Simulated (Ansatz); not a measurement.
**Dielectric function and optical constants of HfSiO4 (Hafnon)**

What colour and refractive index does HfSiO4 (Hafnon) have at this level of theory?

Main program and level: Ansatz 0.2.0; DFT, PBE, plane-wave PAW, default files, scalar-relativistic, independent-particle optical response without local fields.

**1. The starting structure**

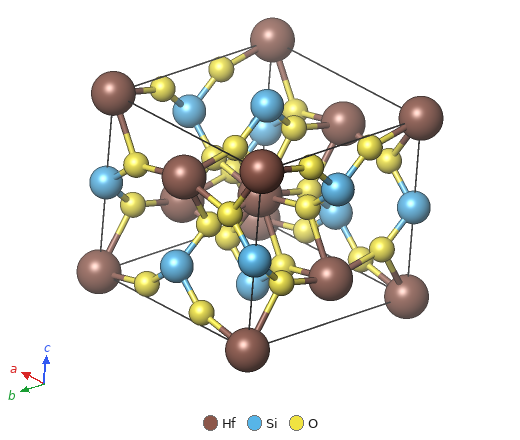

Start, viewed from a free direction; hafnium brown, silicon blue, oxygen yellow. This picture shows the conventional cell, with its axes. Some periodic images of atoms are drawn too.

**2. Ground state and bands**

First the ground state: is it a metal or has it a gap?

This step: DFT, PBE, plane-wave PAW, default files, scalar-relativistic, ground state (Ansatz 0.2.0).

input.yaml

```yaml
crystal:
  lattice:
    - [-3.28625, 3.28625, 2.9816]
    - [3.28625, -3.28625, 2.9816]
    - [3.28625, 3.28625, -2.9816]
  atoms:
    - { symbol: Hf, position: [0.0, 0.0, 0.0] }
    - { symbol: Hf, position: [0.75, 0.25, 0.5] }
    - { symbol: Si, position: [0.5, 0.5, 0.0] }
    - { symbol: Si, position: [0.25, 0.75, 0.5] }
    - { symbol: O, position: [0.6802, 0.4957, 0.8155] }
    - { symbol: O, position: [0.2457, 0.9302, 0.3155] }
    - { symbol: O, position: [0.6802, 0.8647, 0.1845] }
    - { symbol: O, position: [0.6147, 0.9302, 0.6845] }
    - { symbol: O, position: [0.0698, 0.3853, 0.3155] }
    - { symbol: O, position: [0.5043, 0.3198, 0.1845] }
    - { symbol: O, position: [0.0698, 0.7543, 0.6845] }
    - { symbol: O, position: [0.1353, 0.3198, 0.8155] }
kpoints:
  mp_grid: { grid: [5, 5, 5] }
  band_path:
    path:
      - [[0.0, 0.0, 0.0], [0.0, 0.0, 0.5], [-0.5, 0.5, 0.5], [0.0, 0.0, 0.0], [0.4557963, 0.4557963, -0.4557963], [0.25, 0.25, 0.25], [0.0, 0.5, 0.0], [-0.4557963, 0.5442037, 0.4557963], [-0.5, 0.5, 0.5]]
      - [[0.0, 0.0, 0.5], [0.25, 0.25, 0.25]]
    npoints: 6
scf:
  occupations: { method: fermi_dirac, width: 0.05 }
  n_extra_bands: 16
hamiltonian:
  xc: pbe
  pseudopotentials: { kind: paw }
output:
  forces: true
  stress: true
  populations: true
  write_bands: true
```

Command:

```bash
> ansatz run input.yaml --threads 4 --pin off --max-ram 8192MiB --backend cpu --events-out ev --progress --plain --runs-dir out
```

Numbers of over 12 decimals in the logs are rounded to 6 here.

Output:

```text
scf.n_extra_bands = 16 over 54 filled bands (N_el = 108.0): the run solves 70 bands
Engine: ansatz 0.2.0, x86_64-unknown-linux-gnu
Pseudopotentials: kind: paw
Pseudopotential: Hf, paw, valence charge 26, recommended cutoff 420 eV (normal), Hf.paw.azcp
Pseudopotential: Si, paw, valence charge 4, recommended cutoff 420 eV (normal), Si.paw.azcp
Pseudopotential: O, paw, valence charge 6, recommended cutoff 420 eV (normal), O.paw.azcp
Functional definition: PBE
  parameter kappa = 0.804
  parameter beta = 0.066725
  exchange = pbe_x(kappa = kappa, mu = beta*pi^2/3)
  correlation = pbe_c(beta = beta)
Crystal: 12 atoms, lattice volume = 128.798 Å³
Basis set: ecut = 420 eV, 2513 PW (Γ), exchange–correlation on 80×80×80 points (8 copies of the dense FFT grid, shifted against one another)
Bands: 70, of which v1, the nominal top of the filled ones, is band 54 counted from 1 (53 counted from 0)
Symmetry: 16 space group operations
Space group: I41/amd (ITA 141), of the structure as read, at distance tolerance 5.1e-5 Å
k-points: 18 of 125
Non-local potential: Hf, projectors of the file, l = 0: 3, l = 1: 2, l = 2: 2, l = 3: 3
Non-local potential: Si, projectors of the file, l = 0: 2, l = 1: 2, l = 2: 2
Non-local potential: O, projectors of the file, l = 0: 2, l = 1: 2, l = 2: 1
PAW form: soft (Blöchl's): semilocal exchange-correlation on the pseudo side does not see the compensation charge
PAW one-centre angular grid: Hf, 590 points (default); XC on 64 Gauss nodes
PAW one-centre angular grid: Si, 110 points (default); XC on 64 Gauss nodes
PAW one-centre angular grid: O, 110 points (default); XC on 64 Gauss nodes
Initial density: superposition of atomic densities (neutral atoms: chi_scale 0, normalization atom), corrected by the library's trained network
Initial wavefunctions: pseudopotential atomic-orbital guess
Functional: x = pbe(κ = 0.804, μ = 0.219515), c = pbe(β = 0.066725)
SCF iter   1: F=—  HF=-37271.651828 eV  |F-HF|=—  |Δ(HF+E_count)|=         —  Δρ=2.00e-3  dr2=3.76e-3  ethr=1.77e-3  ⟨swp⟩=6.1  Hψ=5200  notcnv=0  defer=11
preconditioner: auto → Resta (q_TF=auto, 2.649 Å⁻¹)  ε∞=4.2  [insulator: Δε(μ)=5.434 eV  Ē_g=18.522 eV  σ=0.050 eV  W_gap=1.00  n_scr=42 (ndim 8)  ℏωp=33.4 eV  f_vac=0.044  D(μ)=0.00/eV (n_scr^D=0)  ε∞_Penn≈4.2]
SCF iter   2: F=—  HF=-37271.654328 eV  |F-HF|=—  |Δ(HF+E_count)|=   2.50e-3  Δρ=1.13e-3  dr2=8.32e-4  ethr=3.48e-6  ⟨swp⟩=2.0  Hψ=2386  notcnv=0  defer=33
SCF iter   3: F=—  HF=-37271.655041 eV  |F-HF|=—  |Δ(HF+E_count)|=   7.12e-4  Δρ=3.29e-4  dr2=1.45e-4  ethr=7.71e-7  ⟨swp⟩=2.0  Hψ=1952  notcnv=0  defer=33
SCF iter   4: F=—  HF=-37271.655079 eV  |F-HF|=—  |Δ(HF+E_count)|=   3.81e-5  Δρ=1.30e-4  dr2=2.59e-5  ethr=1.35e-7  ⟨swp⟩=2.0  Hψ=2082  notcnv=0  defer=33
SCF iter   5: F=—  HF=-37271.655098 eV  |F-HF|=—  |Δ(HF+E_count)|=   1.88e-5  Δρ=6.61e-5  dr2=8.02e-6  ethr=2.40e-8  ⟨swp⟩=3.1  Hψ=2388  notcnv=0  defer=33
SCF iter   6: F=—  HF=-37271.655098 eV  |F-HF|=—  |Δ(HF+E_count)|=   6.96e-7  Δρ=3.25e-5  dr2=1.18e-6  ethr=7.42e-9  ⟨swp⟩=2.0  Hψ=2028  notcnv=0  defer=33
SCF iter   7: F=—  HF=-37271.655099 eV  |F-HF|=—  |Δ(HF+E_count)|=   2.23e-7  Δρ=1.22e-5  dr2=1.56e-7  ethr=1.09e-9  ⟨swp⟩=2.1  Hψ=1940  notcnv=0  defer=33
SCF iter   8: F=-37271.655099 eV  HF=-37271.655099 eV  |F-HF|=2.74e-9  |Δ(HF+E_count)|=   2.94e-8  Δρ=1.78e-6  dr2=3.65e-9  ethr=9.26e-11  ⟨swp⟩=9.4  Hψ=5111  notcnv=0
SCF 1 converged in 8 iterations: F = -37271.655099 eV  dr2 = 3.65e-9
  greatest PAW one-centre occupation: 0.999 electrons in one spin orbital (limit 2), on the Hf atom at site 1 (counted from 0), in its partial waves of l = 0
NSCF: frozen V_eff on 56 k-points
SCF converged after 8 iterations
Free energy (F): -37271.655099 eV
Harris-Foulkes:  -37271.655099 eV  (|F-HF|=2.74e-9)
Internal energy: -37271.655099 eV  (E = F + TS)
E sigma→0 (E₀):  -37271.655099 eV
Fermi energy:    12.773455 eV
--- Per-component energies (eV) ---
  E_band       = -205.021310
  E_kinetic    = 2351.632080
  E_local      = -15936.177759  (includes V_loc(G=0)·N_el)
  E_nonlocal   = -2052.162327
  E_hartree    = 7130.603060
  E_xc         = -1305.817660
  E_vxc        = -1386.180342  (∫ρ·V_xc dr)
  E_paw        = -16148.340875  (= ΣΔE_a)
  E_vpaw       = 2556.643500  (= ΣTr[D̂ρ^β])
  E_aug_tail   = 0.020032  (compensation charges beyond the density's cutoff)
  E_ewald      = -11311.411650
  E_smearing   = -0.000000  (= −TS)
  E_closure    = 0.000000  (closes the sum)
  Σ components = -37271.655099   (vs F -37271.655099, Δ=0.00e0)
--- Forces (eV/Å), atoms counted from 1 ---
  atom   1  Hf    -0.00000000     0.00000000    -0.00000000
  atom   2  Hf     0.00000000    -0.00000000     0.00000000
  atom   3  Si     0.00000000     0.00000000     0.00000000
  atom   4  Si     0.00000000     0.00000000    -0.00000000
  atom   5  O     -0.27291883    -0.00000000     0.19503590
  atom   6  O      0.00000000    -0.27291883     0.19503590
  atom   7  O      0.27291883     0.00000000     0.19503590
  atom   8  O      0.00000000     0.27291883     0.19503590
  atom   9  O     -0.27291883     0.00000000    -0.19503590
  atom  10  O     -0.00000000     0.27291883    -0.19503590
  atom  11  O      0.27291883     0.00000000    -0.19503590
  atom  12  O     -0.00000000    -0.27291883    -0.19503590
  max |Σ_I F_I| component: 1.39e-16 eV/Å
--- Stress (GPa, compression-positive) ---
        7.232510       0.000000       0.000000
        0.000000       7.232510      -0.000000
        0.000000      -0.000000       8.023263
  P = ⅓ Tr σ = 7.4961 GPa (74.961 kbar)
--- Band table (eV; the first three rows and the last of 18) ---
  k-point 0: bands = [... 50 lower, 9.5203, 9.5203, 9.5375, 10.0833, 15.9281, 16.1983, 16.3382, 16.3812, ... 12 higher]
  k-point 1: bands = [... 50 lower, 9.2775, 9.3933, 9.5411, 9.9208, 15.7903, 15.8946, 16.2913, 16.3583, ... 12 higher]
  k-point 2: bands = [... 50 lower, 9.2059, 9.2609, 9.4782, 9.5925, 15.5810, 15.5967, 16.4635, 16.4962, ... 12 higher]
  k-point 17: bands = [... 50 lower, 9.0018, 9.0876, 9.1509, 9.2559, 16.2085, 16.2589, 16.7491, 16.8402, ... 12 higher]
--- Löwdin populations: 12 sites ---
  site symbol       q [e]
     0     Hf     24.4793
     1     Hf     24.4793
     2     Si      2.3293
     3     Si      2.3293
     4      O      6.7199
     5      O      6.7199
     6      O      6.7199
     7      O      6.7199
     8      O      6.7199
     9      O      6.7199
    10      O      6.7199
    11      O      6.7199
  spilling = 0.005771 (of n_electrons = 108.000000)
```

Run time: 4.4 s. Hardware: 4 threads of Intel Xeon Platinum 8375C at 2.90GHz (Ice Lake), shared host; peak memory 0.75 GiB; 16 s of CPU time.

Numbers from this step:

| Property | Result |
| --- | --- |
| free energy | -37271.6551 eV |
| Fermi energy | 12.77 eV |
| gap by band count | 5.459 eV |
| electrons | 108 |
| symmetry operations | 16 |
| pressure | 7.496 GPa |
| gap on the k-mesh | 5.459 eV |
| volume | 128.8 Å³ |
| gap on the path | 5.449 eV |
| least direct gap on the path | 5.829 eV |

There is a gap, 5.45 eV on the path, so no carriers' term is needed. The cell is left with a pressure of 7.5 GPa and forces up to 0.34 eV/Å, as it stands unrelaxed at this level.

Electronic bands along the path, in eV, zero at the Fermi level; v1 is the highest filled band, c1 the lowest empty one:

| point | v4 | v3 | v2 | v1 | c1 | c2 | c3 | c4 |
| --- | --- | --- | --- | --- | --- | --- | --- | --- |
| Γ | -3.25 | -3.25 | -3.24 | -2.69 | 3.15 | 3.42 | 3.56 | 3.61 |
| X | -3.60 | -3.60 | -3.27 | -3.27 | 2.78 | 2.78 | 3.89 | 3.89 |
| M | -3.77 | -3.77 | -3.55 | -3.55 | 3.62 | 3.62 | 4.00 | 4.00 |
| Γ | -3.25 | -3.25 | -3.24 | -2.69 | 3.15 | 3.42 | 3.56 | 3.61 |
| Z | -3.71 | -3.71 | -3.50 | -3.50 | 3.53 | 3.70 | 3.90 | 4.11 |
| P | -3.81 | -3.81 | -3.19 | -3.19 | 2.78 | 2.78 | 4.12 | 4.12 |
| N | -3.62 | -3.51 | -2.95 | -2.88 | 3.04 | 3.19 | 3.94 | 4.12 |
| Z1 | -3.71 | -3.71 | -3.50 | -3.50 | 3.53 | 3.70 | 3.90 | 4.11 |
| M | -3.77 | -3.77 | -3.55 | -3.55 | 3.62 | 3.62 | 4.00 | 4.00 |
| jump to X | -3.60 | -3.60 | -3.27 | -3.27 | 2.78 | 2.78 | 3.89 | 3.89 |
| P | -3.81 | -3.81 | -3.19 | -3.19 | 2.78 | 2.78 | 4.12 | 4.12 |

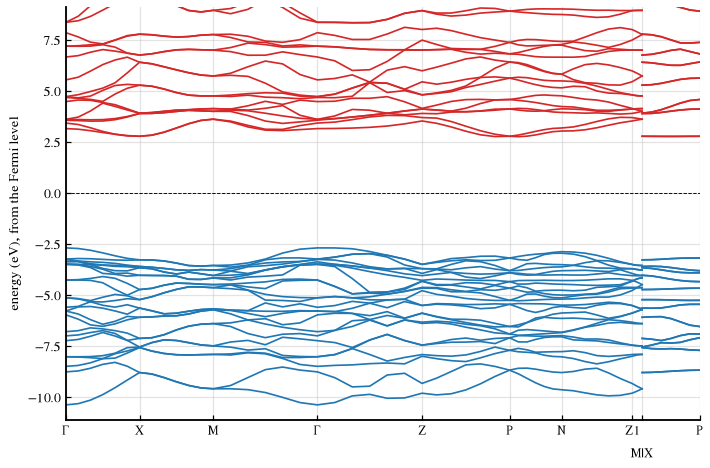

Electronic bands along the path; lines of filled and empty bands in two colours.

(Part 1 of 2 ends here.)

[Logs are printed without paths, hosts, clocks, repeated set-up lines and the standing remarks that a program may print on its own settings, such as how far it seeks lower states.]

[Hosts, paths, dates, database ids (printed as entryN), source tags and the programs' standing remarks are cut or masked in the printed files.]
